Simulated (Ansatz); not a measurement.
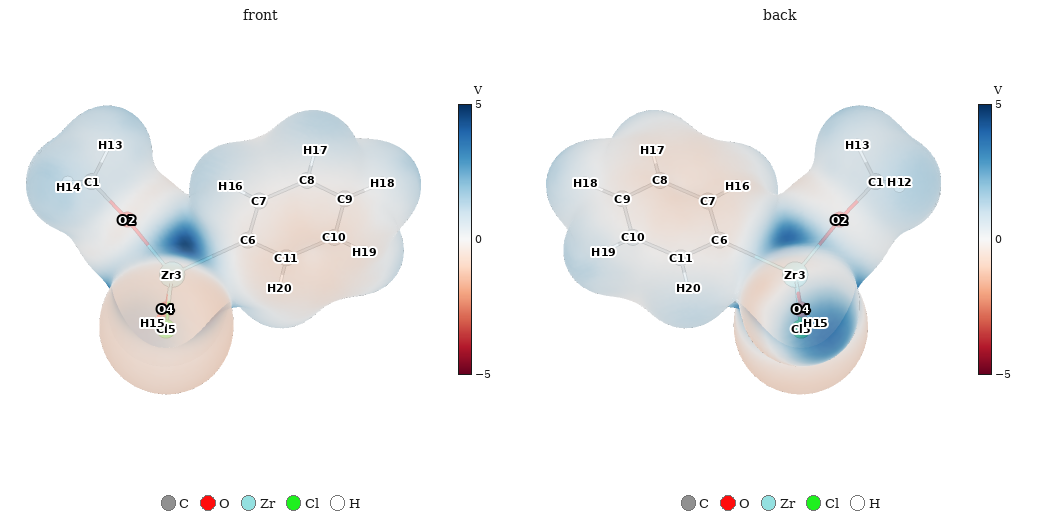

Figure. C$_{7}$H$_{9}$ClO$_{2}$Zr (SMILES C[O][Zr]([OH])([Cl])[c]1ccccc1). The molecular electrostatic potential painted on the density surface at 0.004 e/bohr³, seen from the front and from behind; red is negative and blue positive.

Geometry: PBE0-D4/def2-TZVP; core potentials replace the inner electrons of Zr.

Computed with RKS PBE0-D4/def2-TZVPP in Ansatz 0.2.0.

Input file:

```
crystal:
  periodic: [false, false, false]
  atoms:
    - {symbol: C, position_ang: [2.708913, 2.355460, 0.969110]}
    - {symbol: O, position_ang: [1.778407, 1.857218, 0.062343]}
    - {symbol: Zr, position_ang: [0.627541, 1.208093, -1.297582]}
    - {symbol: O, position_ang: [1.538897, 0.333872, -2.736502]}
    - {symbol: Cl, position_ang: [-0.838230, 2.926461, -2.038257]}
    - {symbol: C, position_ang: [-0.574126, -0.362218, -0.302286]}
    - {symbol: C, position_ang: [-1.065059, -0.160754, 0.993820]}
    - {symbol: C, position_ang: [-1.879017, -1.096131, 1.615687]}
    - {symbol: C, position_ang: [-2.219775, -2.264943, 0.949928]}
    - {symbol: C, position_ang: [-1.745445, -2.493400, -0.333703]}
    - {symbol: C, position_ang: [-0.932865, -1.551571, -0.948550]}
    - {symbol: H, position_ang: [3.728220, 2.166800, 0.618241]}
    - {symbol: H, position_ang: [2.580443, 1.870946, 1.941804]}
    - {symbol: H, position_ang: [2.575720, 3.434131, 1.095519]}
    - {symbol: H, position_ang: [2.210803, 0.107241, -3.373587]}
    - {symbol: H, position_ang: [-0.810949, 0.745474, 1.539156]}
    - {symbol: H, position_ang: [-2.248177, -0.915954, 2.619628]}
    - {symbol: H, position_ang: [-2.854869, -2.999306, 1.432970]}
    - {symbol: H, position_ang: [-2.009913, -3.407324, -0.854704]}
    - {symbol: H, position_ang: [-0.570539, -1.754095, -1.953014]}
basis:
  gaussian: {orbitals: def2-TZVPP}
hamiltonian: {xc: pbe0, dispersion: d4}
output: {orbitals: {seedname: orbitals}}
```

Launched as:

```sh
ansatz run in.yaml --threads 4 --pin off --events-out ev --progress --plain --max-ram 66560MiB --backend cuda --devices 0, --max-vram 37GiB
```

**Where is the surface potential most negative and most positive?**

The most negative region (about −0.9 V, or −21 kcal/mol for a unit charge) lies over Cl5, the most positive (about +4.4 V, or +101 kcal/mol for a unit charge) over Zr3.
